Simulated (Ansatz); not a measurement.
# C₂H₄FNSi: single points with varied inputs

How do the results and run time of C₂H₄FNSi respond when the settings are drawn wide?

Method: the settings change from run to run; program: Ansatz 0.2.0, Gaussian basis.

### 1 The geometry

The structure was relaxed beforehand with PBE0-D4 in a triple-zeta def2 set.

SMILES `N=C=C(F)[SiH3]`, 9 atoms, charge 0, spin multiplicity 1.

Atoms are counted from 1 here; the program's logs count them from 0.

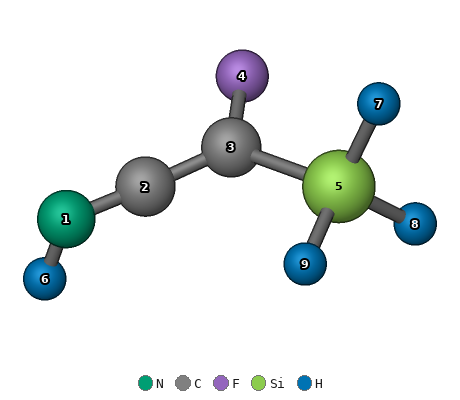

The structure; nitrogen teal, carbon grey, fluorine purple, silicon green, hydrogen blue; atoms are numbered from 1 in the order of the file.

### 2 B97/6-31G*

Options: charge +1, multiplicity 2, atoms shaken by 0.15 Å.

Contents of in.yaml:

```yaml
crystal:
  periodic: [false, false, false]
  atoms:
    - {symbol: N, position_ang: [0.929998, 2.252786, -0.059293]}
    - {symbol: C, position_ang: [0.538891, 1.006605, -0.356792]}
    - {symbol: C, position_ang: [0.311978, -0.185447, -0.651085]}
    - {symbol: F, position_ang: [0.718192, -0.761221, -1.931962]}
    - {symbol: Si, position_ang: [-0.598482, -1.102922, 0.552934]}
    - {symbol: H, position_ang: [0.412740, 2.853054, -0.144231]}
    - {symbol: H, position_ang: [0.215262, -2.122260, 0.907410]}
    - {symbol: H, position_ang: [-1.880194, -1.671870, -0.129869]}
    - {symbol: H, position_ang: [-0.756370, -0.367170, 1.796460]}
basis:
  gaussian: {orbitals: "6-31G*"}
total_charge: 1
magnetization: {spin_polarized: true, initial_magnetization: 1}
hamiltonian: {xc: {name: B97}}
output: {forces: true}
```

Command:

```
> ansatz run in.yaml --threads 2 --pin off --events-out ev --progress --plain --max-ram 4352MiB
```

What it wrote:

```text
Functional definition: B97
  name "B97"
  cite "Becke, J. Chem. Phys. 107, 8554 (1997) doi:10.1063/1.475007"
  parameter cx = 0.1943
  parameter cx0 = 0.8094
  parameter cx1 = 0.5073
  parameter cx2 = 0.7481
  parameter css0 = 0.1737
  parameter css1 = 2.3487
  parameter css2 = -2.4868
  parameter cos0 = 0.9454
  parameter cos1 = 0.7471
  parameter cos2 = -4.5961
  exchange = spin_sum(e_x_unif_s*poly(b97_u_x, cx0, cx1, cx2)) + cx*exact_x
  correlation = spin_sum(e_c_pw_same_spin*poly(b97_u_same, css0, css1, css2))
      + integral(e_c_pw_opposite_spin*poly(b97_u_opposite, cos0, cos1, cos2))
846 factors; integrals over basis functions are off by at most 7.0e-4 eV
mean field evaluation 1: about -14193.1070 eV, gradient 4.8e1 eV
mean field evaluation 2: about -14149.5239 eV, gradient 9.3e1 eV
mean field evaluation 4: about -14203.6435 eV, gradient 1.3e1 eV
mean field evaluation 8: about -14204.5887 eV, gradient 6.0e-1 eV
mean field evaluation 16: about -14204.8010 eV, gradient 1.5e-2 eV
mean field -14204.80097398 eV, -522.0168074337 hartree, gradient 6.3e-5 eV, S^2 0.761644; 0 other end points of the search recorded, 0 dependent functions left out
the calculation of the forces begins
reference -14204.80099258 eV, -522.0168081173 hartree; 23, 22 occupied and 64, 65 virtual orbitals, 846 factors
Total energy: -14204.80099258 eV, -522.0168081173 hartree
Atom 0 at     0.929998     2.252786    -0.059293 Å, force    10.599802   -24.795910    -0.007468 eV/Å
Atom 1 at     0.538891     1.006605    -0.356792 Å, force     4.805042    14.966287     2.546523 eV/Å
Atom 2 at     0.311978    -0.185447    -0.651085 Å, force     1.072699    -6.528360    -6.439738 eV/Å
Atom 3 at     0.718192    -0.761221    -1.931962 Å, force    -1.141992     1.833782     3.808697 eV/Å
Atom 4 at    -0.598482    -1.102922     0.552934 Å, force    -4.628394    -1.150863     0.778166 eV/Å
Atom 5 at     0.412740     2.853054    -0.144231 Å, force   -13.576914    16.996359    -1.863174 eV/Å
Atom 6 at     0.215262    -2.122260     0.907410 Å, force     2.217175    -2.735244     0.580439 eV/Å
Atom 7 at    -1.880194    -1.671870    -0.129869 Å, force     0.906878     0.626293     0.471077 eV/Å
Atom 8 at    -0.756370    -0.367170     1.796460 Å, force    -0.254297     0.787655     0.125478 eV/Å
Dipole moment:    -0.242490     0.517131     0.310229 e Å
```

It took 9 s on 2 threads of Arm Neoverse V1, shared host.

Largest force 26.967 eV/Å, ⟨S²⟩ 0.762.

### 3 r2SCAN0/def2-mTZVP

Set apart from the defaults: unrestricted orbitals, atoms shaken by 0.08 Å, density fitting with def2-universal-jkfit, D3(BJ) with three-body dispersion.

Contents of in.yaml:

```yaml
crystal:
  periodic: [false, false, false]
  atoms:
    - {symbol: N, position_ang: [1.218356, 2.182186, -0.109243]}
    - {symbol: C, position_ang: [0.552653, 1.113178, -0.399634]}
    - {symbol: C, position_ang: [0.357505, -0.036409, -0.506743]}
    - {symbol: F, position_ang: [0.753709, -0.496219, -1.831512]}
    - {symbol: Si, position_ang: [-0.564045, -1.239401, 0.586290]}
    - {symbol: H, position_ang: [0.375362, 3.128719, -0.288638]}
    - {symbol: H, position_ang: [0.312054, -2.400121, 0.832402]}
    - {symbol: H, position_ang: [-1.919199, -1.429387, -0.035326]}
    - {symbol: H, position_ang: [-0.730771, -0.343792, 1.764308]}
basis:
  gaussian: {orbitals: def2-mTZVP, fitting: {mean_field: def2-universal-jkfit}}
magnetization: {spin_polarized: true, initial_magnetization: 0}
hamiltonian: {xc: {name: r2SCAN0}, dispersion: d3bjatm}
```

Launched as before.

What it wrote:

```text
Functional definition: r2SCAN0
  name "r2SCAN0"
  cite "Bursch, Neugebauer, Ehlert & Grimme, J. Chem. Phys. 156, 134105 (2022) doi:10.1063/5.0086040"
  cite "Furness, Kaplan, Ning, Perdew & Sun, J. Phys. Chem. Lett. 11, 8208 (2020) doi:10.1021/acs.jpclett.0c02405"
  cite "Furness, Kaplan, Ning, Perdew & Sun, J. Phys. Chem. Lett. 11, 9248 (2020) doi:10.1021/acs.jpclett.0c03077"
  parent r2scan
  parameter a = 0.25
  parameter k0 = 0.174
  parameter k1 = 0.065
  parameter a1 = 4.9479
  exchange = (1 - a)*r2scan_x(k0 = k0, k1 = k1, a1 = a1) + a*exact_x
  correlation = r2scan_c
504 factors; integrals over basis functions are off by at most 1.6e0 eV
mean field evaluation 1: about -14212.3487 eV, gradient 3.0e1 eV
mean field evaluation 2: about -14211.9460 eV, gradient 3.0e1 eV
mean field evaluation 4: about -14216.3501 eV, gradient 3.0e0 eV
mean field evaluation 8: about -14216.3871 eV, gradient 7.6e-2 eV
mean field evaluation 16: about -14216.3871 eV, gradient 1.5e-5 eV
mean field -14216.38711897 eV, -522.4425904090 hartree, gradient 1.5e-5 eV, S^2 0.000000; 0 other end points of the search recorded, 0 dependent functions left out
reference -14216.38712970 eV, -522.4425908033 hartree; 23, 23 occupied and 87, 87 virtual orbitals, 504 factors
Total energy: -14216.44538093 eV, -522.4447314962 hartree
```

Wall time 5.5 s (2 threads of Arm Neoverse V1, shared host).

⟨S²⟩ 0.000.

### 4 wPBEh/def2-TZVP

Options: charge -1, multiplicity 2, a point charge of -1.00 e beside it, relativity set to none, high accuracy.

Contents of in.yaml:

```yaml
crystal:
  periodic: [false, false, false]
  atoms:
    - {symbol: N, position_ang: [1.052553, 2.214208, -0.091283]}
    - {symbol: C, position_ang: [0.660828, 1.109399, -0.421222]}
    - {symbol: C, position_ang: [0.329814, -0.141225, -0.657838]}
    - {symbol: F, position_ang: [0.652580, -0.689496, -1.861287]}
    - {symbol: Si, position_ang: [-0.580646, -1.185976, 0.580843]}
    - {symbol: H, position_ang: [0.427500, 2.992584, -0.298923]}
    - {symbol: H, position_ang: [0.222986, -2.384205, 0.932622]}
    - {symbol: H, position_ang: [-1.884743, -1.630826, 0.025601]}
    - {symbol: H, position_ang: [-0.792369, -0.330762, 1.774387]}
basis:
  gaussian: {orbitals: def2-TZVP, point_charges: [{charge: -1.00, position_ang: [3.653, -0.447, 0.184]}]}
total_charge: -1
magnetization: {spin_polarized: true, initial_magnetization: 1}
hamiltonian: {xc: {name: wPBEh}, pseudopotentials: {relativity: none}}
accuracy: high
output: {forces: true}
```

Launched as before.

What it wrote:

```text
Functional definition: wPBEh
  name "wPBEh"
  cite "Heyd, Scuseria & Ernzerhof, J. Chem. Phys. 118, 8207 (2003) doi:10.1063/1.1564060"
  cite "Krukau, Vydrov, Izmaylov & Scuseria, J. Chem. Phys. 125, 224106 (2006) doi:10.1063/1.2404663"
  cite "Heyd & Scuseria, J. Chem. Phys. 120, 7274 (2004) doi:10.1063/1.1668634"
  cite "Ernzerhof & Perdew, J. Chem. Phys. 109, 3313 (1998) doi:10.1063/1.476928"
  cite "Perdew, Burke & Ernzerhof, Phys. Rev. Lett. 77, 3865 (1996) doi:10.1103/PhysRevLett.77.3865"
  parent pbe
  parameter a = 0.25
  parameter omega = 0.11/bohr
  exchange = wpbe_x - a*pbe_x_sr(omega) + a*exact_x_sr(omega)
  correlation = pbe_c
3286 factors; integrals over basis functions are off by at most 2.7e-8 eV
107 factors; integrals over basis functions are off by at most 2.0e-9 eV
mean field evaluation 1: about -14205.8039 eV, gradient 3.5e1 eV
mean field evaluation 2: about -14186.9151 eV, gradient 6.8e1 eV
mean field evaluation 4: about -14210.5973 eV, gradient 8.7e0 eV
mean field evaluation 8: about -14210.9748 eV, gradient 6.8e-1 eV
mean field evaluation 16: about -14210.9776 eV, gradient 2.7e-3 eV
mean field evaluation 32: about -14210.9776 eV, gradient 1.7e-7 eV
mean field -14210.97756694 eV, -522.2437930383 hartree, gradient 9.0e-8 eV, S^2 0.754334; 4 other end points of the search recorded, 0 dependent functions left out
the calculation of the forces begins
reference -14210.97757114 eV, -522.2437931929 hartree; 24, 23 occupied and 161, 162 virtual orbitals, 3286 factors
Total energy: -14210.97757114 eV, -522.2437931929 hartree
Atom 0 at     1.052553     2.214208    -0.091283 Å, force     1.079626     4.419615     1.510028 eV/Å
Atom 1 at     0.660828     1.109399    -0.421222 Å, force    -1.356763    -4.866363    -1.722534 eV/Å
Atom 2 at     0.329814    -0.141225    -0.657838 Å, force    -0.484180     2.552125     2.144257 eV/Å
Atom 3 at     0.652580    -0.689496    -1.861287 Å, force     0.187959    -1.395156    -1.770051 eV/Å
Atom 4 at    -0.580646    -1.185976     0.580843 Å, force     1.128043     0.445183    -1.290876 eV/Å
Atom 5 at     0.427500     2.992584    -0.298923 Å, force    -0.012581    -0.158133     0.036635 eV/Å
Atom 6 at     0.222986    -2.384205     0.932622 Å, force    -0.232130    -0.461387     0.416517 eV/Å
Atom 7 at    -1.884743    -1.630826     0.025601 Å, force    -0.627542    -0.358056     0.249713 eV/Å
Atom 8 at    -0.792369    -0.330762     1.774387 Å, force    -0.197067     0.023161     0.300287 eV/Å
Dipole moment:     0.185183     0.056908    -0.138664 e Å
```

Wall time 35 s (2 threads of Arm Neoverse V1, shared host); peak memory 1.2 GiB.

Largest force 5.338 eV/Å, ⟨S²⟩ 0.754.

### 5 SVWN5/x2c-TZVPPall

Options: a grid of angular degree 23, a point charge of 2.00 e beside it.

in.yaml: that of step 4 with these lines changed.

```diff
@@ -13,7 +13,4 @@
 basis:
-  gaussian: {orbitals: def2-TZVP, point_charges: [{charge: -1.00, position_ang: [3.653, -0.447, 0.184]}]}
-total_charge: -1
-magnetization: {spin_polarized: true, initial_magnetization: 1}
-hamiltonian: {xc: {name: wPBEh}, pseudopotentials: {relativity: none}}
-accuracy: high
+  gaussian: {orbitals: x2c-TZVPPall, final_grid: {core_spheres: 8, valence_spheres: 7, degree: 23}, point_charges: [{charge: 2.00, position_ang: [5.116, 0.574, -0.647]}]}
+hamiltonian: {xc: {name: SVWN5}}
 output: {forces: true}
```

Launched as before.

What it wrote:

```text
Functional definition: SVWN5
  name "SVWN5"
  cite "Dirac, Proc. Camb. Phil. Soc. 26, 376 (1930) doi:10.1017/S0305004100016108"
  cite "Slater, Phys. Rev. 81, 385 (1951) doi:10.1103/PhysRev.81.385"
  cite "Vosko, Wilk & Nusair, Can. J. Phys. 58, 1200 (1980) doi:10.1139/p80-159"
  exchange = slater_x
  correlation = vwn5_c
1209 factors; their error is unknown
mean field evaluation 1: about -14156.2812 eV, gradient 6.4e1 eV
mean field evaluation 2: about -14139.0657 eV, gradient 1.0e2 eV
mean field evaluation 4: about -14164.7529 eV, gradient 1.2e1 eV
mean field evaluation 8: about -14165.1193 eV, gradient 1.2e-1 eV
mean field evaluation 16: about -14165.0960 eV, gradient 6.3e-3 eV
mean field -14165.09597844 eV, -520.5576757608 hartree, gradient 4.4e-5 eV, S^2 0.000000; 0 other end points of the search recorded, 0 dependent functions left out
the calculation of the forces begins
reference -14165.09601325 eV, -520.5576770401 hartree; 23, 23 occupied and 199, 199 virtual orbitals, 1209 factors
Total energy: -14165.09601325 eV, -520.5576770401 hartree
Relativity: scalar
Atom 0 at     1.052553     2.214208    -0.091283 Å, force     0.774782     0.159967     0.025178 eV/Å
Atom 1 at     0.660828     1.109399    -0.421222 Å, force    -0.224348    -0.743963    -0.154708 eV/Å
Atom 2 at     0.329814    -0.141225    -0.657838 Å, force     0.252624    -0.067570    -0.012164 eV/Å
Atom 3 at     0.652580    -0.689496    -1.861287 Å, force     0.053100     0.087233     0.006020 eV/Å
Atom 4 at    -0.580646    -1.185976     0.580843 Å, force    -0.464724    -0.180931     0.165909 eV/Å
Atom 5 at     0.427500     2.992584    -0.298923 Å, force    -0.324035     0.524632     0.039778 eV/Å
Atom 6 at     0.222986    -2.384205     0.932622 Å, force     0.229111    -0.043056    -0.029679 eV/Å
Atom 7 at    -1.884743    -1.630826     0.025601 Å, force    -0.015088     0.044957    -0.132493 eV/Å
Atom 8 at    -0.792369    -0.330762     1.774387 Å, force     0.094332     0.145241     0.059232 eV/Å
Dipole moment:    -0.799297     0.053422     0.201781 e Å
```

Run time: 1.9 s. Hardware: 2 threads of Arm Neoverse V1, shared host.

Largest force 0.792 eV/Å, dipole 3.97 D.

### 6 SVWN5/aug-cc-pVDZ

Set apart from the defaults: relativity set to none.

in.yaml: that of step 5 with these lines changed.

```diff
@@ -13,4 +13,4 @@
 basis:
-  gaussian: {orbitals: x2c-TZVPPall, final_grid: {core_spheres: 8, valence_spheres: 7, degree: 23}, point_charges: [{charge: 2.00, position_ang: [5.116, 0.574, -0.647]}]}
-hamiltonian: {xc: {name: SVWN5}}
+  gaussian: {orbitals: aug-cc-pVDZ}
+hamiltonian: {xc: {name: SVWN5}, pseudopotentials: {relativity: none}}
 output: {forces: true}
```

The command is unchanged.

What it wrote:

```text
Functional definition: SVWN5
  name "SVWN5"
  cite "Dirac, Proc. Camb. Phil. Soc. 26, 376 (1930) doi:10.1017/S0305004100016108"
  cite "Slater, Phys. Rev. 81, 385 (1951) doi:10.1103/PhysRev.81.385"
  cite "Vosko, Wilk & Nusair, Can. J. Phys. 58, 1200 (1980) doi:10.1139/p80-159"
  exchange = slater_x
  correlation = vwn5_c
1455 factors; their error is unknown
mean field evaluation 1: about -14133.5238 eV, gradient 5.8e1 eV
mean field evaluation 2: about -14120.7010 eV, gradient 9.0e1 eV
mean field evaluation 4: about -14141.2232 eV, gradient 1.4e1 eV
mean field evaluation 8: about -14141.6993 eV, gradient 1.4e-1 eV
mean field evaluation 16: about -14141.6307 eV, gradient 5.0e-4 eV
mean field -14141.63071260 eV, -519.6953431466 hartree, gradient 5.4e-5 eV, S^2 0.000000; 0 other end points of the search recorded, 0 dependent functions left out
the calculation of the forces begins
reference -14141.63079300 eV, -519.6953461012 hartree; 23, 23 occupied and 132, 132 virtual orbitals, 1455 factors
Total energy: -14141.63079300 eV, -519.6953461012 hartree
Atom 0 at     1.052553     2.214208    -0.091283 Å, force     0.673881     0.485307     0.387361 eV/Å
Atom 1 at     0.660828     1.109399    -0.421222 Å, force    -0.210048    -0.351820    -0.127113 eV/Å
Atom 2 at     0.329814    -0.141225    -0.657838 Å, force    -0.091504    -0.445974    -0.045351 eV/Å
Atom 3 at     0.652580    -0.689496    -1.861287 Å, force     0.029376    -0.150510    -0.186696 eV/Å
Atom 4 at    -0.580646    -1.185976     0.580843 Å, force     0.099800     0.084437    -0.171053 eV/Å
Atom 5 at     0.427500     2.992584    -0.298923 Å, force    -0.338009     0.554493    -0.098334 eV/Å
Atom 6 at     0.222986    -2.384205     0.932622 Å, force     0.229012    -0.311754     0.092313 eV/Å
Atom 7 at    -1.884743    -1.630826     0.025601 Å, force    -0.347771    -0.104286    -0.155582 eV/Å
Atom 8 at    -0.792369    -0.330762     1.774387 Å, force    -0.044736     0.240107     0.304454 eV/Å
Dipole moment:    -0.298443     0.213468     0.131145 e Å
```

It took 2 s on 2 threads of Arm Neoverse V1, shared host.

Largest force 0.916 eV/Å, dipole 1.87 D.

(Part 1 of 2 ends here.)
